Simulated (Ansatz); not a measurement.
The starting structures come from a database of crystals and need not be the phases stable at ambient conditions.

 Where the default PAW files enter, the runs use the earlier of Ansatz's two default sets.

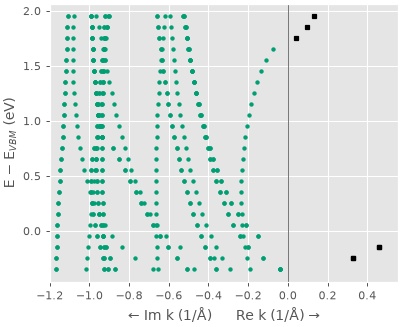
Figure. Complex bands at the centre of the two-dimensional zone; r2SCAN (Ansatz, a first-principles code)

The gap is the functional's own. No spin-orbit coupling. Mid-gap values are interpolated on the energy grid.

### Question
This is KSbO3 (Fd-3m, not sure to be the ambient phase, 20 atoms a cell, 15.0 Å³ an atom, -5 GPa at this level) along the normal of (111). Read off the slowest decay at the centre of the two-dimensional zone at 0.85 eV, the computed energy nearest the middle of the gap.

### Answer
κ ≈ 0.22 1/Å, a decay length 1/(2κ) of the density of 2.3 Å.
